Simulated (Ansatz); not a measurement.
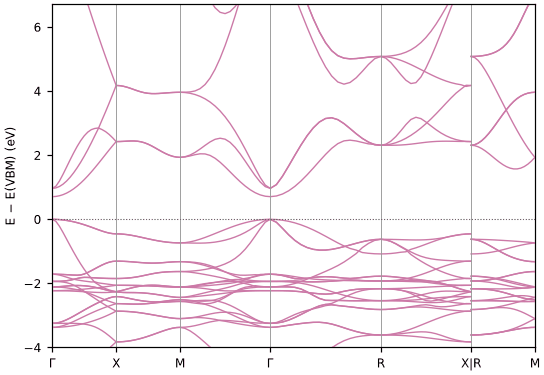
Figure. Band structure from the program Ansatz at the LDA level (PAW)

### Question
Read off the gap and where the band edges lie.

### Answer
About 0.7 eV (0.71 eV by a search for the band edges); maximum at Γ, minimum at Γ.

The material is Cu2O in space group Pn-3m (No. 224; Cu on 4c, O on 2a).

The LDA relaxation kept the symmetry of its start. The run is not spin-polarised. No Hubbard U is applied.

Potentials: the later of the program's two PAW sets.
